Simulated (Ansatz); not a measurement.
**Two runs on Hf$_{3}$**

System: Hf$_{3}$, charge −1, multiplicity 2.
Method of run A: UKS r2SCAN-D4/def2-TZVPD (Ansatz 0.2.0).

The geometry comes from this level: PBE-D4/def2-TZVPD. Text and figures count atoms from 1; the logs count them from 0 in places.

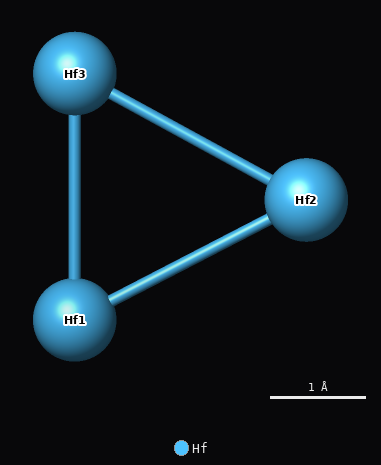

**Figure 1.** The structure as given in the input (ball-and-stick view, seen on its broad side; atoms are numbered from 1 in the order of the input). Sticks mark near contacts.

## Input, run A
```yaml
crystal:
  periodic: [false, false, false]
  atoms:
    - {symbol: Hf, position_ang: [-1.189868, 0.976166, -0.034435]}
    - {symbol: Hf, position_ang: [0.512069, -0.799654, -1.336279]}
    - {symbol: Hf, position_ang: [0.677798, -0.176522, 1.370714]}
basis:
  gaussian: {orbitals: def2-TZVPD, initial_orbitals: start.molden}
total_charge: -1
magnetization: {spin_polarized: true, initial_magnetization: 1}
hamiltonian: {xc: r2scan, dispersion: d4}
scf: {omitted_lower_state_checks: [starts]}
output: {orbitals: {seedname: orbitals}}
```

Launched with:
```bash
ansatz run in.yaml --threads 4 --pin off --events-out ev --progress --plain --max-ram 3916MiB
```

Hardware: 4 threads of Arm Neoverse V2, 95 GiB of memory available, shared host.

## Output (run A)
```
Functional definition: r2SCAN
  parameter k0 = 0.174
  parameter k1 = 0.065
  parameter a1 = 4.9479
  exchange = r2scan_x(k0 = k0, k1 = k1, a1 = a1)
  correlation = r2scan_c
these checks for a lower state are left out or cut short: starts
1101 factors; their error is unknown
mean field evaluation 1: about -3914.8553 eV, gradient 2.6e0 eV
mean field evaluation 2: about -3914.9411 eV, gradient 2.9e-1 eV
mean field evaluation 4: about -3914.9555 eV, gradient 1.2e-1 eV
mean field evaluation 8: about -3914.9414 eV, gradient 3.0e-3 eV
mean field evaluation 16: about -3914.9427 eV, gradient 1.7e-2 eV
mean field -3914.94277489 eV, -143.8714933338 hartree, gradient 5.7e-6 eV, S^2 2.086664; 1 other end points of the search recorded, 0 dependent functions left out
reference -3914.94281863 eV, -143.8714949410 hartree; 19, 18 occupied and 110, 111 virtual orbitals, 1101 factors
Total energy: -3914.96535678 eV, -143.8723232030 hartree
Checks for a lower state left out: starts
```

The input of run B differs as follows (lines with − go, lines with + come):
```diff
-total_charge: -1
-magnetization: {spin_polarized: true, initial_magnetization: 1}
+magnetization: {spin_polarized: true, initial_magnetization: 2}
```

How does run B compare with run A?

The two differ by one electron: at this geometry, removing it changes the energy by 0.98 eV. The HOMO goes from 0.60 to −3.54 eV. The LUMO goes from 1.20 to −2.66 eV. On the same kind of shared host run B took about 0.5 times as long.

## Output (run B)
```
Functional definition: r2SCAN
  parameter k0 = 0.174
  parameter k1 = 0.065
  parameter a1 = 4.9479
  exchange = r2scan_x(k0 = k0, k1 = k1, a1 = a1)
  correlation = r2scan_c
these checks for a lower state are left out or cut short: starts
1101 factors; their error is unknown
mean field evaluation 1: about -3913.8885 eV, gradient 2.7e0 eV
mean field evaluation 2: about -3913.9736 eV, gradient 1.9e-1 eV
mean field evaluation 4: about -3913.9616 eV, gradient 8.5e-2 eV
mean field evaluation 8: about -3913.9618 eV, gradient 2.9e-4 eV
mean field evaluation 16: about -3913.9618 eV, gradient 6.7e-6 eV
mean field -3913.96182099 eV, -143.8354439430 hartree, gradient 6.2e-6 eV, S^2 2.213367; 0 other end points of the search recorded, 0 dependent functions left out
reference -3913.96185198 eV, -143.8354450816 hartree; 19, 17 occupied and 110, 112 virtual orbitals, 1101 factors
Total energy: -3913.98186835 eV, -143.8361806697 hartree
Checks for a lower state left out: starts
```

## The two runs side by side

| quantity | run A | run B |
| --- | --- | --- |
| outcome | converged | converged |
| total energy (hartree) | −143.872323 | −143.836181 |
| HOMO (eV) | 0.60 | −3.54 |
| LUMO (eV) | 1.20 | −2.66 |
| ⟨S²⟩ | 2.087 | 2.213 |
| basis functions | 129 | 129 |
| wall time (shared host) | 51 s | 26 s |

For run A: ⟨S²⟩ is 2.09 against 0.75 for a pure state: the solution is spin-contaminated. The highest filled orbital lies above zero: either the extra electron isn't bound at this level, or the self-interaction error of the functional lifts the level. For run B: ⟨S²⟩ is 2.21 against 2.00 for a pure state: the solution is spin-contaminated.
